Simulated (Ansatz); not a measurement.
# C10H22Se (SMILES CCCCCCCCCC[SeH]): what the fields show

```xyz
33

C    -4.9403    1.6701    0.9141
C    -3.6963    1.0396    0.2861
C    -3.3789   -0.3537    0.8424
C    -2.1732   -1.0506    0.1977
C    -0.8245   -0.3633    0.4377
C     0.3658   -1.1310   -0.1435
C     1.7155   -0.4436    0.0792
C     2.8983   -1.2197   -0.5064
C     4.2754   -0.5961   -0.2374
C     4.4559    0.8408   -0.7269
Se    4.1062    0.9685   -2.6827
H    -4.8234    1.7842    2.0124
H    -5.8406    1.0424    0.7447
H    -5.1504    2.6752    0.4952
H    -2.8254    1.7137    0.4397
H    -3.8279    0.9677   -0.8172
H    -3.2147   -0.2787    1.9421
H    -4.2771   -0.9990    0.7189
H    -2.3453   -1.1440   -0.8990
H    -2.1138   -2.0941    0.5795
H    -0.6743   -0.2244    1.5331
H    -0.8374    0.6619    0.0057
H     0.3941   -2.1545    0.2957
H     0.2091   -1.2801   -1.2360
H     1.6770    0.5726   -0.3725
H     1.8772   -0.2891    1.1710
H     2.7483   -1.3315   -1.6045
H     2.8962   -2.2556   -0.1018
H     4.4701   -0.5971    0.8594
H     5.0625   -1.2376   -0.6898
H     3.7622    1.5341   -0.2114
H     5.4922    1.1852   -0.5477
H     4.5375    2.3874   -2.7778
```

Geometry: PBE-D4/def2-SVP.

Method: RKS PBE0-D4/def2-TZVP (Ansatz).

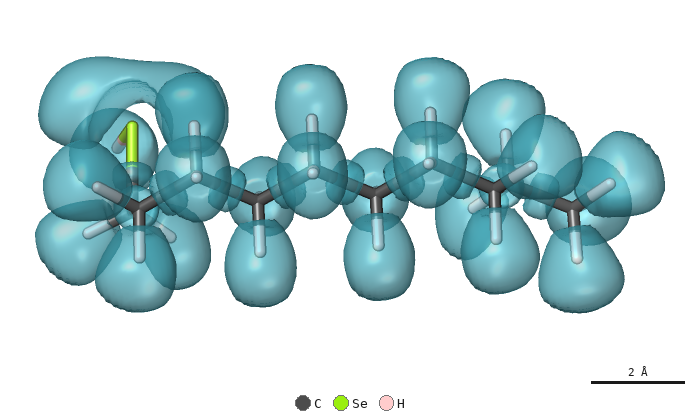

Figure 1. Isosurface of the ELF at 0.75 (cyan), seen from one side. Only the valence region is drawn (cores and ρ < 0.01 e/Å³ removed).

Q: Where are the electrons localised?

A: At this value the surface marks out nine regions between bonded C–C atoms (shared pairs), one region between bonded C–Se atoms (shared pairs), 22 regions around hydrogen nuclei and one region wrapped around Se (its valence shell). Profiles from the grid: C–C (1.53 Å): the ELF peaks at about 0.95 between the atoms; a shared electron pair. C–Se (1.99 Å): the ELF peaks at about 0.90 between the atoms (localised, covalent bonding).

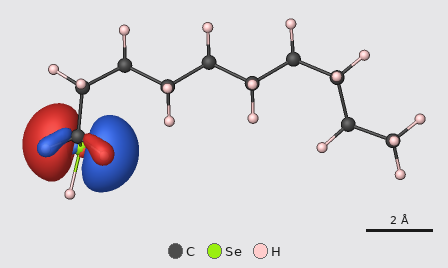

Figure 2. The HOMO at ±0.15 Å⁻³ᐟ² (blue and red are the two phases), seen across its widest extent.

Q: Describe this orbital and give its energy.

A: Its weight (Hirshfeld) is mainly on Se11 (about 85 %); largely a lone pair of Se11. Its energy is −6.41 eV.

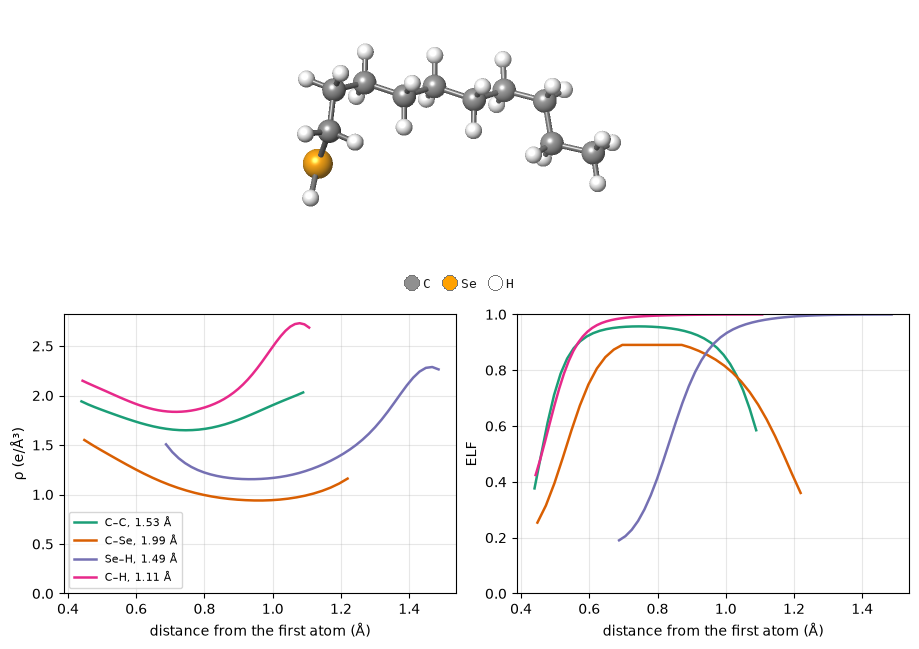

Figure 3. Total electron density and ELF along straight lines between neighbouring atoms. The curves leave out the atomic cores. The structure is drawn too.

Q: What can be read from the curves?

A: C–C (1.53 Å): the density is about 1.7 e/Å³ at the midpoint; the ELF peaks at about 0.95 between the atoms; a shared electron pair.
C–Se (1.99 Å): the density is about 0.94 e/Å³ at the midpoint; the ELF peaks at about 0.90 between the atoms, as expected for localised, covalent bonding.
Se–H (1.49 Å): ρ at the midpoint is about 1.3 e/Å³; the ELF climbs to about 1 towards the hydrogen, as it does in any bond to H.
C–H (1.11 Å): ρ is about 2 e/Å³ halfway; the ELF climbs to about 1 towards the hydrogen: an ordinary covalent bond to hydrogen.
